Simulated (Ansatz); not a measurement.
# C3H8SSi: the cost of one run

Computed with Ansatz 0.2.0, driven from Python. Level of theory: B3LYP/cc-pVDZ.

### 1 Starting point

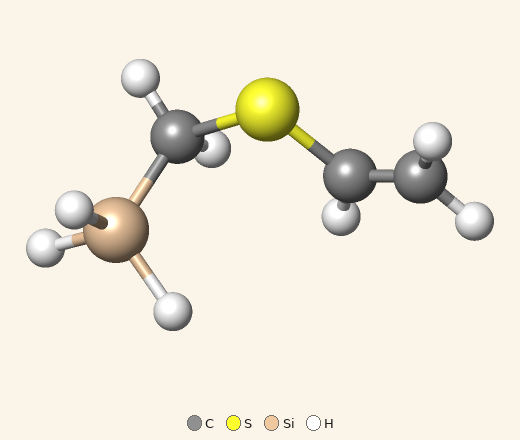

The starting structure, viewed from a chosen angle; carbon grey, sulfur yellow, silicon light orange, hydrogen white.

The script holds or builds the structure itself.

### 2 Script

Contents of energy_c3h8ssi.py:

```python
"""Single point of C3H8SSi in a Gaussian basis."""

import ansatz as az

BASIS = "cc-pVDZ"
FUNCTIONAL = "b3lyp"

geometry_ang = [
    ("C", (-2.6009, 0.3321, 0.8793)),
    ("C", (-1.542, -0.1309, 0.3219)),
    ("S", (-0.1451, -0.3649, 1.2584)),
    ("C", (1.155, -0.913, 0.0163)),
    ("Si", (1.9349, 0.513, -0.7812)),
    ("H", (-2.7028, 0.6727, 1.9141)),
    ("H", (-3.5148, 0.5252, 0.2715)),
    ("H", (-1.4967, -0.3777, -0.7371)),
    ("H", (1.824, -1.5326, 0.5722)),
    ("H", (0.5885, -1.5567, -0.699)),
    ("H", (2.6402, 1.3576, 0.2555)),
    ("H", (2.9589, 0.0433, -1.7273)),
    ("H", (0.9213, 1.3974, -1.53)),
]
geometry = az.Crystal.molecule()
for symbol, xyz in geometry_ang:
    geometry = geometry.atom(symbol, xyz)

calc = (
    geometry.calculation()
    .basis(gaussian=BASIS)
    .functional(FUNCTIONAL)
)
print(calc.to_yaml())
trace = []
result = calc.session().plan().execute(on_event=trace.append)
r = result.report
for event in trace:
    if event["event"] == "mean_field_evaluation" and event["data"]["evaluation"] <= 25:
        print("pass {evaluation:3d}  E = {energy_ev:.6f} eV  gradient {gradient_ev:.1e}".format(**event["data"]))

print("reference energy %16.6f eV" % r["reference_energy_ev"])
print("total energy     %16.6f eV" % r["free_energy_ev"])
print("occupied (up, down):", r["n_occupied"], " virtual:", r["n_virtual"], " frozen:", r["n_frozen"])

field = r["mean_field"]
print("<S^2> =", round(abs(field["state"]["spin_squared"]), 4), " relativity:", field["relativity"])
print("passes:", field["passes"])
if "symmetry" in field:
    print("occupied orbitals by irrep:", field["symmetry"]["occupied"])
```

### 3 Running it

The run is started by

```bash
$ python energy_c3h8ssi.py
```

What time and memory should one allow on 1 thread of Arm Neoverse N1, shared host?

About 9 s, with a peak of 0.31 GiB.
